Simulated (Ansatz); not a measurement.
**Au_i (8-fold void) in Li5AuO4 (C2/m): charge-transition levels and formation energies**

Charge states of Au_i (8-fold void) in Li5AuO4 (C2/m), set against the band edges. Model: a cell of 80 host atoms with 1 Au put in.

Program: Ansatz 0.2.0. Level of theory: place-levels on PBEsol runs: charge-transition levels and formation energies with image-charge correction and potential alignment at the atomic sites. Results are calculated unless marked as measured.

## Step 1: Set-up

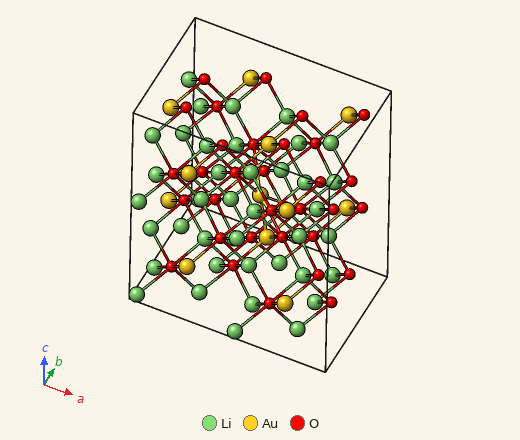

The cell as given, slightly off an axis (lithium green, gold yellow, oxygen red). Some periodic images of atoms are drawn too.

The cell holds 81 atoms: 40 Li, 9 Au and 32 O. Its edges and angles: a = 9.403 Å, b = 9.404 Å, c = 9.396 Å, α = 90.0°, β = 102.9°, γ = 90.0°. It derives from Li5AuO4 (space group C2/m). Nearest the centre at fractional (0.712, 0.000, 0.462): Au81 at 0.00 Å, Li66 at 2.09 Å, Li64 at 2.09 Å, Li69 at 2.10 Å, Au52 at 2.10 Å, O56 at 2.33 Å, O60 at 2.33 Å, O73 at 2.33 Å.

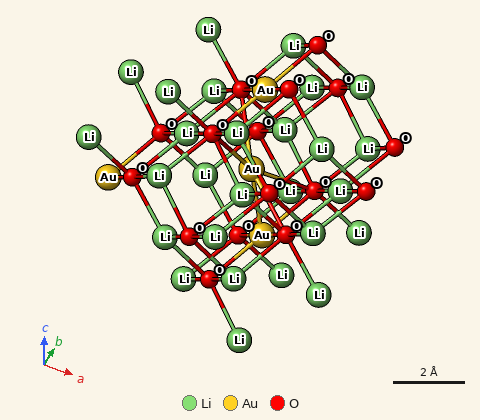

The atoms within 5 Å of the centre.

Coordinates:

```xyz
81
Lattice="9.4027 0.0000 -0.0255 0.0000 9.4041 0.0000 -2.0756 0.0000 9.1636" Properties=species:S:1:pos:R:3 pbc="T T T"
Li   -0.5189    7.4521    2.2909
Li    1.8318    2.7501    2.2845
Li    0.0000    2.6571    0.0000
Li    2.3507    7.3591   -0.0064
Li    0.0000    6.7470    0.0000
Li    2.3507    2.0449   -0.0064
Li   -0.5189    1.9519    2.2909
Li    1.8318    6.6540    2.2845
Li    0.0000    0.0000    0.0000
Li    2.3507    4.7020   -0.0064
Au   -0.5189    4.7020    2.2909
Au    1.8318    0.0000    2.2845
O     0.9429    8.0179    1.1430
O     3.2936    3.3159    1.1366
O     0.3699    3.3159    3.4324
O     2.7206    8.0179    3.4260
O     0.9429    1.3861    1.1430
O     3.2936    6.0882    1.1366
O     0.3699    6.0882    3.4324
O     2.7206    1.3861    3.4260
Li   -1.5567    7.4521    6.8727
Li    0.7940    2.7501    6.8663
Li   -1.0378    2.6571    4.5818
Li    1.3129    7.3591    4.5754
Li   -1.0378    6.7470    4.5818
Li    1.3129    2.0449    4.5754
Li   -1.5567    1.9519    6.8727
Li    0.7940    6.6540    6.8663
Li   -1.0378    0.0000    4.5818
Li    1.3129    4.7020    4.5754
Au   -1.5567    4.7020    6.8727
Au    0.7940    0.0000    6.8663
O    -0.0949    8.0179    5.7248
O     2.2558    3.3159    5.7184
O    -0.6679    3.3159    8.0142
O     1.6828    8.0179    8.0078
O    -0.0949    1.3861    5.7248
O     2.2558    6.0882    5.7184
O    -0.6679    6.0882    8.0142
O     1.6828    1.3861    8.0078
Li    4.1824    7.4521    2.2782
Li    6.5331    2.7501    2.2718
Li    4.7013    2.6571   -0.0127
Li    7.0520    7.3591   -0.0191
Li    4.7013    6.7470   -0.0127
Li    7.0520    2.0449   -0.0191
Li    4.1824    1.9519    2.2782
Li    6.5331    6.6540    2.2718
Li    4.7013    0.0000   -0.0127
Li    7.0520    4.7020   -0.0191
Au    4.1824    4.7020    2.2782
Au    6.5331    0.0000    2.2718
O     5.6443    8.0179    1.1303
O     7.9950    3.3159    1.1239
O     5.0713    3.3159    3.4197
O     7.4219    8.0179    3.4133
O     5.6443    1.3861    1.1303
O     7.9950    6.0882    1.1239
O     5.0713    6.0882    3.4197
O     7.4219    1.3861    3.4133
Li    3.1446    7.4521    6.8599
Li    5.4953    2.7501    6.8536
Li    3.6635    2.6571    4.5691
Li    6.0142    7.3591    4.5627
Li    3.6635    6.7470    4.5691
Li    6.0142    2.0449    4.5627
Li    3.1446    1.9519    6.8599
Li    5.4953    6.6540    6.8536
Li    3.6635    0.0000    4.5691
Li    6.0142    4.7020    4.5627
Au    3.1446    4.7020    6.8599
Au    5.4953    0.0000    6.8536
O     4.6065    8.0179    5.7121
O     6.9572    3.3159    5.7057
O     4.0334    3.3159    8.0015
O     6.3841    8.0179    7.9951
O     4.6065    1.3861    5.7121
O     6.9572    6.0882    5.7057
O     4.0334    6.0882    8.0015
O     6.3841    1.3861    7.9951
Au    5.7348    0.0000    4.2162
```

The host's dielectric constants go in as inputs: principal values (3.02, 4.18, 4.33) for the electrons alone, principal values (5.41, 8.74, 10.09) with the ions, from a response run on this crystal (DFPT, PBEsol) at that run's own cell.

The cell's shortest repeat is 9.4 Å.

## Step 2: What was run first

A transition level is the Fermi level at which two charge states cost the same, so each charge needs its own total energy, at its own relaxed structure.

Each atom starts 0.05 Å or so off its site in a random direction: a symmetric start keeps its symmetry, and would miss off-centre moves and Jahn–Teller distortions. Forces are taken at one point at (¼, ¼, ¼). The cell holds 1 electron fewer than the neutral one, with a uniform background that keeps it neutral on the whole.

The sampling was tested on the host first: at the k-points planned (1x1x1 shifted 0.25 0.25 0.25) its energy lies 0.000 eV an atom from the dense-mesh value, under the bound of 0.02 eV set for this test; that bounds the host's error, not the defect's.

One of the inputs; charge, spin and start change from state to state.

Contents of qp1.relax/input.yaml:

```yaml
crystal:
  lattice:
    - [4.70134262, 0.0, -0.01274326]
    - [0.0, 9.40405317, 0.0]
    - [-1.03781253, 0.0, 4.58179354]
  atoms:
    - { symbol: Li, position: [0.0, 0.7924353, 0.5] }
    - { symbol: Li, position: [0.5, 0.2924353, 0.5] }
    - { symbol: Li, position: [0.0, 0.28254642, 0.0] }
    - { symbol: Li, position: [0.5, 0.78254642, 0.0] }
    - { symbol: Li, position: [0.0, 0.71745358, 0.0] }
    - { symbol: Li, position: [0.5, 0.21745358, 0.0] }
    - { symbol: Li, position: [0.0, 0.2075647, 0.5] }
    - { symbol: Li, position: [0.5, 0.7075647, 0.5] }
    - { symbol: Li, position: [0.0, 0.0, 0.0] }
    - { symbol: Li, position: [0.5, 0.5, 0.0] }
    - { symbol: Au, position: [0.0, 0.5, 0.5] }
    - { symbol: Au, position: [0.5, 0.0, 0.5] }
    - { symbol: O, position: [0.25579724, 0.85260183, 0.25018147] }
    - { symbol: O, position: [0.75579724, 0.35260183, 0.25018147] }
    - { symbol: O, position: [0.24420276, 0.35260183, 0.74981853] }
    - { symbol: O, position: [0.74420276, 0.85260183, 0.74981853] }
    - { symbol: O, position: [0.25579724, 0.14739817, 0.25018147] }
    - { symbol: O, position: [0.75579724, 0.64739817, 0.25018147] }
    - { symbol: O, position: [0.24420276, 0.64739817, 0.74981853] }
    - { symbol: O, position: [0.74420276, 0.14739817, 0.74981853] }
  supercell: [2, 1, 2]
  defects:
    - { interstitial: { symbol: Au, position: [0.711916, 0.0, 0.462084] } }
total_charge: 1
basis:
  ecutwfc: 420
  xc_grid: 2
hamiltonian:
  xc: pbesol
kpoints:
  mp_grid: { grid: [1, 1, 1], shift: [0.25, 0.25, 0.25] }
scf:
  occupations: { method: fixed }
  max_iter: 80
output:
  forces: true
  charged_corrections:
    epsilon: [[3.54, 0.0, 0.64], [0.0, 4.18, 0.0], [0.64, 0.0, 3.81]]
    static_epsilon: [[7.29, 0.0, 2.29], [0.0, 8.74, 0.0], [2.29, 0.0, 8.21]]
relax:
  f_tol: 0.02
  max_steps: 80
  random_displacement: { amplitude: 0.05, seed: 6012 }
checkpoint:
  write: "../qp1.relax.run"
  compress: false
  write_wavefunctions: true
  write_every: 100000
```

On the command line:

```console
> ansatz run input.yaml --threads 4 --pin off --max-ram 7536MiB --backend cpu --events-out ev --progress --plain --runs-dir out
```

The relaxed structure is kept and the sampling changed to a 2×2×2 shifted mesh.

The run of this state that the levels use, under PBEsol:

Contents of qp1.point/input.yaml:

```yaml
crystal:
  checkpoint: "../qp1.relax.run"
  host: checkpoint
total_charge: 1
basis:
  ecutwfc: 420
  xc_grid: 2
hamiltonian:
  xc: pbesol
kpoints:
  mp_grid: { grid: [2, 2, 2], shift: [0.5, 0.5, 0.5] }
scf:
  occupations: { method: fermi_dirac, width: 0.01 }
  max_iter: 80
output:
  forces: true
  eigenvalues: true
  charged_corrections:
    epsilon: [[3.54, 0.0, 0.64], [0.0, 4.18, 0.0], [0.64, 0.0, 3.81]]
    static_epsilon: [[7.29, 0.0, 2.29], [0.0, 8.74, 0.0], [2.29, 0.0, 8.21]]
    defect_position: [0.711916, 0.0, 0.462084]
  eigenstates: { localisation: true }
  populations: true
  band_densities: [{ bands: [v1, v1] }, { bands: [c1, c1] }]
  write_density: true
  write_potential: true
  volumetric_format: npy
  elf: true
checkpoint:
  read: "../qp1.relax.run"
  write: "../qp1.point.run"
  compress: false
  write_wavefunctions: false
  write_every: 100000
```

Relaxations under PBEsol at one point at (¼, ¼, ¼); times on 4 threads of Arm Neoverse V1, shared host:

| charge | moment (μB) | occupations | outcome | steps | largest displacement against the far atoms (Å) | time |
| --- | --- | --- | --- | --- | --- | --- |
| 0 | 1 | fixed | converged | 21 | 1.05 | 10 min |
| +1 | 0 | fixed | converged | 13 | 1.12 | 2.7 min |
| +2 | 1 | fixed | converged | 7 | 0.44 | 3.7 min |
| +3 | 0 | fixed | converged | 9 | 0.44 | 2.3 min |
| +3 | 2 | fixed | converged | 7 | 0.44 | 4.3 min |

Single points under PBEsol at a 2×2×2 shifted mesh; times on 4 threads of Arm Neoverse V1, shared host:

| charge | moment (μB) | occupations | outcome | time |
| --- | --- | --- | --- | --- |
| 0 | 1 | fermi-dirac | converged | 3.7 min |
| +1 | 0 | fermi-dirac | converged | 95 s |
| +2 | 1 | fermi-dirac | converged | 3.1 min |
| +3 | 0 | fermi-dirac | converged | 100 s |
| +3 | 2 | fermi-dirac | converged | 3.8 min |

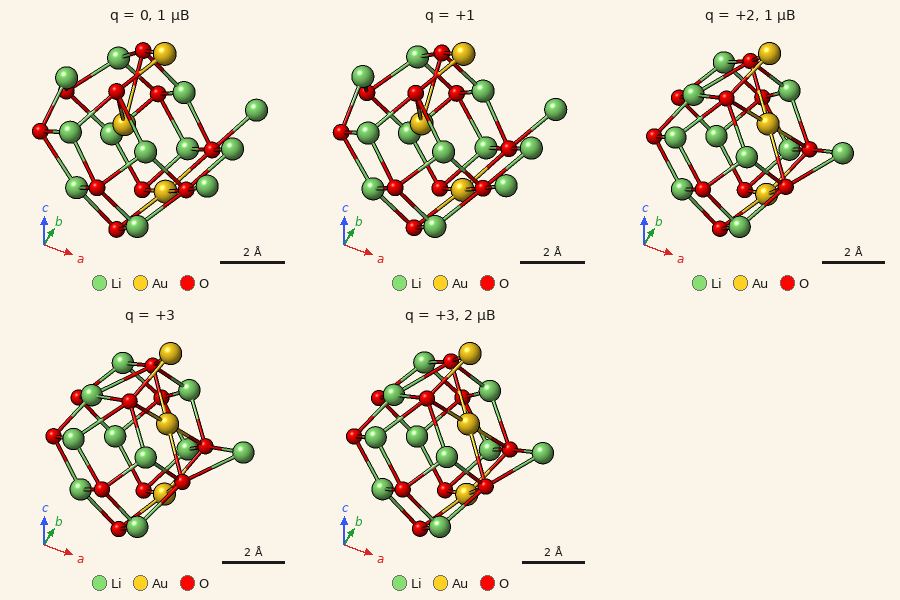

The structures near the centre after relaxation with PBEsol, by charge.

Distances (Å) from Au81 to the nearest atoms after relaxation with PBEsol:

| charge | moment (μB) | 1. | 2. | 3. | 4. | 5. | 6. |
| --- | --- | --- | --- | --- | --- | --- | --- |
| 0 | 1 | Li 2.35 | O 2.42 | O 2.42 | Li 2.49 | Li 2.49 | Li 2.59 |
| +1 | 0 | O 2.33 | O 2.33 | Li 2.38 | Li 2.55 | Li 2.55 | Au 2.56 |
| +2 | 1 | O 2.23 | O 2.23 | O 2.24 | O 2.25 | Li 2.39 | Li 2.39 |
| +3 | 0 | O 2.08 | O 2.08 | O 2.08 | O 2.08 | Li 2.44 | Li 2.44 |
| +3 | 2 | O 2.23 | O 2.23 | O 2.23 | O 2.23 | Li 2.39 | Li 2.39 |

(Part 1 of 2 ends here.)

[Logs are printed without paths, hosts, clocks, repeated set-up lines and the standing remarks that a program may print on its own settings, such as how far it seeks lower states.]

[Hosts, paths, dates, database ids (printed as entryN), source tags and the programs' standing remarks are cut or masked in the printed files.]

[Where a table of states has a column of steps, it counts the stored structures, which are thinned; the runs took as many ionic steps or more.]

[A defect's name tells the site on which it was built; relaxed atoms can leave that site.]

[For some hosts the program warned that the k-mesh of the response run may be too coarse for force constants and the static dielectric constant; such warnings are not shown here.]
